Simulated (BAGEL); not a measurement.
**singlet Si2NH5F+, step by step**

We compute a single-point energy (singlet Si2NH5F+, HF/def2-SVP), then a single-point energy (doublet Si2NH5F, NEVPT2(3,3)/def2-SVP) of FH5NSi2. 

Program for the calculation: BAGEL 1.2.2.

## 1. The molecule

Si2NH5F+: 9 atoms, total charge +1, spin state singlet. As SMILES of the parent species, `F[SiH2]N[SiH2]`. The Si2–H5 distance was set to 2.368 Å, away from the relaxed value. That shape belongs to the parent species and isn't relaxed for this state. At this shape a bond of the SMILES string is far longer than usual.

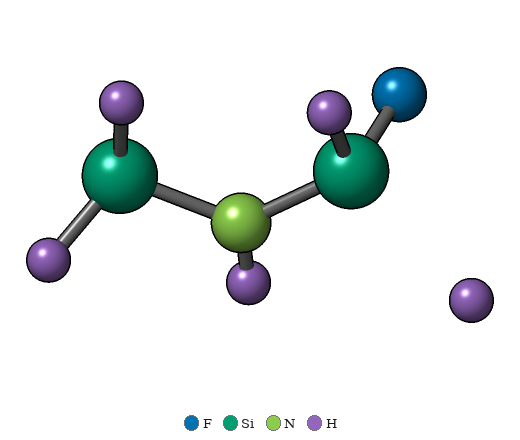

The structure, seen from a chosen angle (fluorine blue, silicon teal, nitrogen green, hydrogen purple).

## 2. The energy at HF/def2-SVP (density fitting with svp-jkfit) (run 1)

input.json

```json
{ "bagel": [

{
  "title": "molecule",
  "basis": "svp",
  "df_basis": "svp-jkfit",
  "angstrom": true,
  "geometry": [
    { "atom": "F", "xyz": [      -2.296776,       0.803603,      -0.585464 ] },
    { "atom": "Si", "xyz": [      -0.806576,       0.718303,      -0.008564 ] },
    { "atom": "N", "xyz": [      -0.277076,      -0.896697,       0.193336 ] },
    { "atom": "Si", "xyz": [      -0.494976,      -1.938897,       1.564236 ] },
    { "atom": "H", "xyz": [       0.576300,       1.799100,      -1.598800 ] },
    { "atom": "H", "xyz": [      -0.821376,       1.374503,       1.315136 ] },
    { "atom": "H", "xyz": [       0.081824,      -1.347497,      -0.638164 ] },
    { "atom": "H", "xyz": [      -0.764876,      -1.055297,       2.732536 ] },
    { "atom": "H", "xyz": [       0.743224,      -2.745997,       1.779036 ] }
  ]
},

{ "title": "hf", "charge": 1 },

{ "title": "print", "file": "orbitals.molden", "orbitals": true }

]}
```

Started as:

```bash
BAGEL_NUM_THREADS=1 BAGEL input.json > input.out
```

The program printed:

```text
* using 1 threads per process

  ===============================================================
  ===============================================================

  *** Geometry ***

  { "atom" : "F", "xyz" : [     -4.340278,      1.518590,     -1.106367 ] },
  { "atom" : "Si", "xyz" : [     -1.524208,      1.357396,     -0.016184 ] },
  { "atom" : "N", "xyz" : [     -0.523598,     -1.694512,      0.365352 ] },
  { "atom" : "Si", "xyz" : [     -0.935369,     -3.663984,      2.955978 ] },
  { "atom" : "H", "xyz" : [      1.089049,      3.399806,     -3.021294 ] },
  { "atom" : "H", "xyz" : [     -1.552176,      2.597434,      2.485247 ] },
  { "atom" : "H", "xyz" : [      0.154625,     -2.546400,     -1.205955 ] },
  { "atom" : "H", "xyz" : [     -1.445406,     -1.994222,      5.163745 ] },
  { "atom" : "H", "xyz" : [      1.404490,     -5.189182,      3.361891 ] },

  Number of auxiliary basis functions:      500

  Since a DF basis is specified, we compute 2- and 3-index integrals:
    o Being stored without compression. Storage requirement is 0.032 GB

  Number of basis functions:       89
  Number of electrons      :       49

    * METHOD: MOLECULE                             0.26

  *** RHF ***

  === Nuclear Repulsion ===
   214.0243678211

      * DIIS with orbital gradients will be used.

  === RHF iteration (svp) ===
      0       -733.79300690          0.01818925           0.10
      1       -733.95439365          0.01161401           0.09
      2       -734.02719366          0.00131847           0.09
      3       -734.02891099          0.00039074           0.09
      4       -734.02902985          0.00013889           0.09
      5       -734.02905021          0.00005660           0.09
      6       -734.02905451          0.00002169           0.09
      7       -734.02905562          0.00000651           0.09
      8       -734.02905570          0.00000241           0.10
      9       -734.02905571          0.00000138           0.09
     10       -734.02905571          0.00000034           0.09
     11       -734.02905571          0.00000018           0.09
     12       -734.02905571          0.00000005           0.09
     13       -734.02905571          0.00000002           0.09
     14       -734.02905571          0.00000001           0.09
    * SCF iteration converged.

    * Permanent dipole moment:
           (   -0.854794,     2.939429,    -1.729375) a.u.

    * METHOD: HF                                   1.61

    * METHOD: PRINT                                0.02

  ===============================================================
```

Run time: 2 s. Hardware: 1 thread of Arm Neoverse V1, shared host; peak memory 0.15 GiB.

## 3. Doublet neutral Si2NH5F: the energy at NEVPT2(3,3)/def2-SVP (density fitting with svp-jkfit) (run 2)

input.json

```json
{ "bagel" : [

{
  "title" : "molecule",
  "basis" : "svp",
  "df_basis" : "svp-jkfit",
  "angstrom" : true,
  "geometry" : [
    { "atom" : "F", "xyz" : [      -2.296776,       0.803603,      -0.585464 ] },
    { "atom" : "Si", "xyz" : [      -0.806576,       0.718303,      -0.008564 ] },
    { "atom" : "N", "xyz" : [      -0.277076,      -0.896697,       0.193336 ] },
    { "atom" : "Si", "xyz" : [      -0.494976,      -1.938897,       1.564236 ] },
    { "atom" : "H", "xyz" : [       0.576300,       1.799100,      -1.598800 ] },
    { "atom" : "H", "xyz" : [      -0.821376,       1.374503,       1.315136 ] },
    { "atom" : "H", "xyz" : [       0.081824,      -1.347497,      -0.638164 ] },
    { "atom" : "H", "xyz" : [      -0.764876,      -1.055297,       2.732536 ] },
    { "atom" : "H", "xyz" : [       0.743224,      -2.745997,       1.779036 ] }
  ]
},

{ "title" : "hf", "charge" : 1 },

{ "title" : "casscf", "nstate" : 1, "nact" : 3, "nclosed" : 23, "nspin" : 1, "active" : [24, 25, 26], "maxiter" : 200, "natocc" : true },

{
  "title" : "nevpt2",
  "nstate" : 1,
  "nact" : 3,
  "nclosed" : 23,
  "nspin" : 1,
  "active" : [24, 25, 26],
  "maxiter" : 200,
  "natocc" : true,
  "ncore" : 12
},

{ "title" : "print", "file" : "orbitals.molden", "orbitals" : true }

]}
```

Started as:

```bash
BAGEL_NUM_THREADS=1 BAGEL input.json > input.out
```

The program printed:

```text
* using 1 threads per process

  ===============================================================
  ===============================================================

  *** Geometry ***

  { "atom" : "F", "xyz" : [     -4.340278,      1.518590,     -1.106367 ] },
  { "atom" : "Si", "xyz" : [     -1.524208,      1.357396,     -0.016184 ] },
  { "atom" : "N", "xyz" : [     -0.523598,     -1.694512,      0.365352 ] },
  { "atom" : "Si", "xyz" : [     -0.935369,     -3.663984,      2.955978 ] },
  { "atom" : "H", "xyz" : [      1.089049,      3.399806,     -3.021294 ] },
  { "atom" : "H", "xyz" : [     -1.552176,      2.597434,      2.485247 ] },
  { "atom" : "H", "xyz" : [      0.154625,     -2.546400,     -1.205955 ] },
  { "atom" : "H", "xyz" : [     -1.445406,     -1.994222,      5.163745 ] },
  { "atom" : "H", "xyz" : [      1.404490,     -5.189182,      3.361891 ] },

  Number of auxiliary basis functions:      500

  Since a DF basis is specified, we compute 2- and 3-index integrals:
    o Being stored without compression. Storage requirement is 0.032 GB

  Number of basis functions:       89
  Number of electrons      :       49

    * METHOD: MOLECULE                             0.26

  *** RHF ***

  === Nuclear Repulsion ===
   214.0243678211

      * DIIS with orbital gradients will be used.

  === RHF iteration (svp) ===
      0       -733.79300690          0.01818925           0.10
      1       -733.95439365          0.01161401           0.09
      2       -734.02719366          0.00131847           0.09
      3       -734.02891099          0.00039074           0.09
      4       -734.02902985          0.00013889           0.09
      5       -734.02905021          0.00005660           0.09
      6       -734.02905451          0.00002169           0.09
      7       -734.02905562          0.00000651           0.09
      8       -734.02905570          0.00000241           0.09
      9       -734.02905571          0.00000138           0.09
     10       -734.02905571          0.00000034           0.09
     11       -734.02905571          0.00000018           0.09
     12       -734.02905571          0.00000005           0.09
     13       -734.02905571          0.00000002           0.10
     14       -734.02905571          0.00000001           0.09
    * SCF iteration converged.

    * Permanent dipole moment:
           (   -0.854794,     2.939429,    -1.729375) a.u.

    * METHOD: HF                                   1.60

  ---------------------------
      CASSCF calculation
  ---------------------------

    ==== Active orbitals : =====
         Orbital 24
         Orbital 25
         Orbital 26
    ============================

    * nstate   :      1
    * nclosed  :     23
    * nact     :      3
    * nvirt    :     63
  === CASSCF iteration (svp) ===

    * Using the second-order algorithm

      0  0      -734.29782887     1.09e-02      0.03

      1  0      -734.35173052     1.79e-03      0.52

      2  0      -734.35947082     2.77e-04      0.50

      3  0      -734.35957017     8.05e-05      0.50

      4  0      -734.35957392     2.19e-05      0.48

      5  0      -734.35957416     5.72e-06      0.54

      6  0      -734.35957417     1.48e-06      0.53

      7  0      -734.35957418     3.83e-07      0.54

      8  0      -734.35957418     9.87e-08      0.46

      9  0      -734.35957418     2.55e-08      0.46

     10  0      -734.35957418     6.57e-09      0.41

    * Second-order optimization converged. *

     guess   0:   closed 1..                  open .1.

  === FCI iteration ===

      0  0      -734.31976254     4.84e-02      0.00
      1  0      -734.35902132     5.22e-03      0.00
      2  0      -734.35955898     9.84e-04      0.00
      3  0      -734.35957377     1.33e-04      0.00
      4  0      -734.35957417     9.10e-06      0.00
      5  0      -734.35957418     1.47e-06      0.00
      6  0      -734.35957418     4.27e-07      0.00
      7  0 *    -734.35957418     1.06e-15      0.00

     * ci vector, state   0, <S^2> = 0.7500
       2a.    -0.9642347543
       .a2    -0.2627755350

    * METHOD: CASSCF                               5.20

    * freezing 12 orbitals

  === DF-NEVPT2 calculation ===

    * 3-index integral transformation done
    * assembly done

      NEVPT2 correlation energy:   -0.5140570771      0.21

          (+0)     -0.4545151900
          (+0)'    -0.0063759750
          (+1)     -0.0193780006
          (+1)'    -0.0000680671
          (+2)     -0.0002768842
          (-1)     -0.0295735402
          (-1)'    -0.0001312770
          (-2)     -0.0037381431

      NEVPT2 total energy:       -734.8736312524

    * METHOD: NEVPT2                               0.39

    * METHOD: PRINT                                0.02

  ===============================================================
```

It took 7.8 s on 1 thread of Arm Neoverse V1, shared host; peak memory 0.15 GiB.

## 4. Results

```
                             quantity          value
     run 1, HF/def2-SVP: total energy  -734.02906 Eh
      run 1, HF/def2-SVP: HOMO energy      -14.11 eV
      run 1, HF/def2-SVP: LUMO energy       -7.02 eV
    run 1, HF/def2-SVP: HOMO–LUMO gap        7.09 eV
doublet neutral Si2NH5F: total energy  -734.87363 Eh
```
